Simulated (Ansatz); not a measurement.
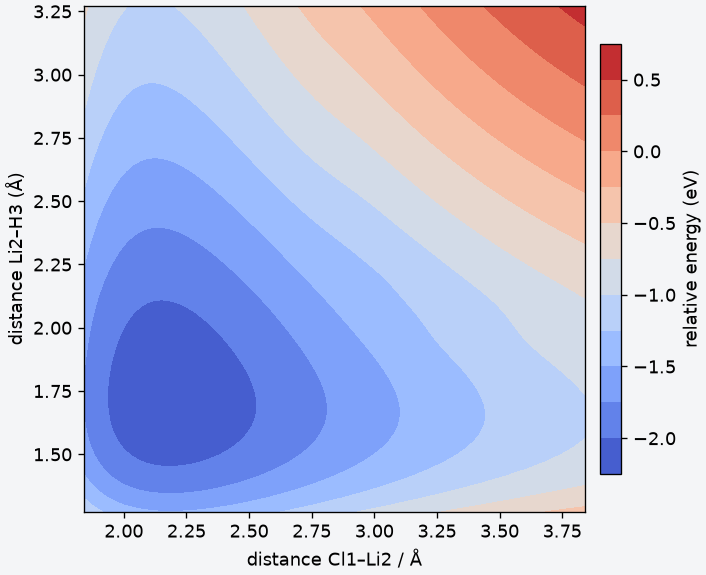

Energy landscape of the system Cl⁻ + LiH. 
- Coordinates scanned: (1) distance Cl1–Li2; (2) distance Li2–H3.
- Nothing is relaxed (the angle Cl1–Li2–H3 is fixed at 180 degrees).
- Grid: 17 × 17 points.
- Points are written as (first, second).
- All energies are given in eV relative to Cl with charge -1 far from the relaxed LiH (each part in its own basis).
- The reference is spin-restricted, so regions where a bond is pulled apart into radicals lie too high.
- All numbers below come from Ansatz 0.2.0, RKS PBE0-D4/aug-cc-pVTZ.

Drawn: filled contours. Between grid points the surface is interpolated. 

### Where are the wells?

The lowest grid point is at (2.170 Å, 1.713 Å), −2.19 eV from Cl with charge -1 far from the relaxed LiH (each part in its own basis). No other kind of well shows on this grid. The highest grid point, (3.840 Å, 3.272 Å), lies 2.77 eV above the lowest. Round the minimum the two coordinates are weakly coupled (coupling 0.05 in units of the two stiffnesses).

The values on the grid:

```
distance Li2–H3 ↓, distance Cl1–Li2 →  1.840  1.974  2.170  2.399  2.652  2.926  3.216  3.521  3.840
                                3.111  −0.81  −1.07  −1.13  −0.96  −0.68  −0.41  −0.11   0.17   0.42
                                2.799  −1.04  −1.31  −1.38  −1.23  −0.97  −0.72  −0.44  −0.16   0.07
                                2.501  −1.28  −1.57  −1.65  −1.51  −1.27  −1.04  −0.78  −0.52  −0.29
                                2.219  −1.52  −1.81  −1.91  −1.79  −1.55  −1.31  −1.09  −0.85  −0.64
                                1.955  −1.69  −1.99  −2.11  −2.00  −1.78  −1.52  −1.27  −1.05  −0.86
                                1.713  −1.76  −2.07  −2.19  −2.10  −1.89  −1.65  −1.41  −1.19  −1.01
                                1.499  −1.63  −1.94  −2.07  −1.99  −1.80  −1.56  −1.33  −1.13  −0.95
                                1.326  −1.25  −1.56  −1.69  −1.62  −1.43  −1.20  −0.98  −0.78  −0.61
```

The table holds every second grid line.

Each point was launched as `ansatz run input.yaml --threads 1 --pin off --max-ram 2560MiB --backend cpu --events-out ev --progress --plain --runs-dir out`. Time for the 289 points that were run: 19 min on 1 thread of Arm Neoverse N1, on a shared host.
